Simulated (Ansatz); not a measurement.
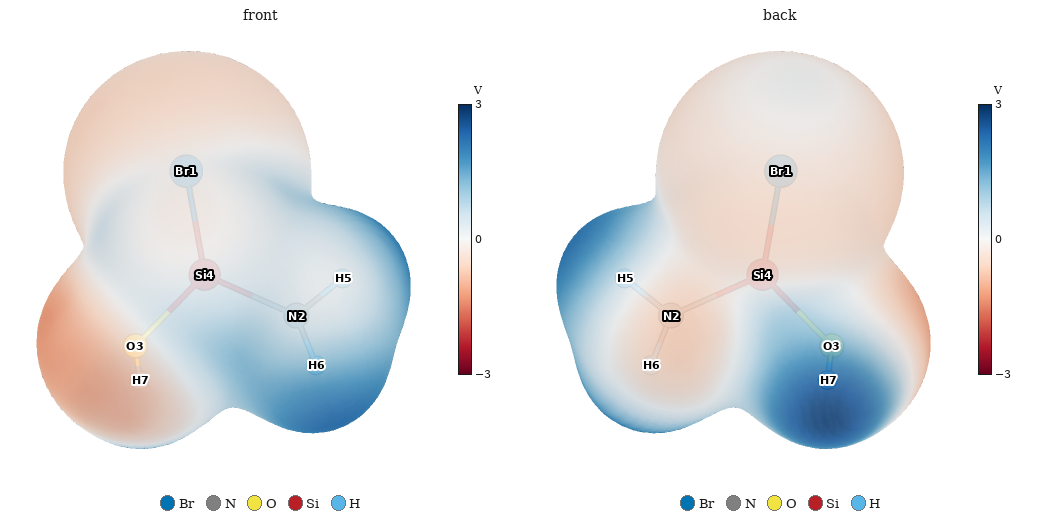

Figure 1: BrH₃NOSi (SMILES N[Si](O)Br) (doublet). The molecular electrostatic potential painted on the density surface at 0.002 e/bohr³, seen from the front and from behind; the colour scale runs from red (negative) to blue (positive).

Geometry: B3LYP-D3(BJ)/def2-SVP.

All numbers below come from isolated molecule in a Gaussian basis; Kohn-Sham density functional theory, functional PBE0 (Ansatz).

Input

```
crystal:
  periodic: [false, false, false]
  atoms:
    - symbol: Br
      position_ang: [0.755139, -0.450458, 1.321136]
    - symbol: N
      position_ang: [-1.379976, 0.334545, -0.920468]
    - symbol: O
      position_ang: [0.680032, -1.203957, -1.900181]
    - symbol: Si
      position_ang: [0.331113, 0.048655, -0.861957]
    - symbol: H
      position_ang: [-1.819589, 0.871852, -0.176892]
    - symbol: H
      position_ang: [-1.815631, 0.529716, -1.819699]
    - symbol: H
      position_ang: [0.061677, -1.949553, -1.892958]
basis:
  gaussian:
    orbitals: def2-TZVPD
magnetization:
  spin_polarized: true
  initial_magnetization: 1
hamiltonian:
  xc: {name: PBE0}
output:
  forces: true
  orbitals: {seedname: orbitals}
```

Command:

```sh
ansatz run input.yaml --threads 2 --pin off --max-ram 4350MiB --events-out events.jsonl --progress --plain --runs-dir runs
```

Q: Describe the electrostatic potential map.

A: The most negative region (about −1.2 V) lies over O3, the most positive (about +2.7 V) over H7. O3 is the likeliest acceptor of a hydrogen bond.
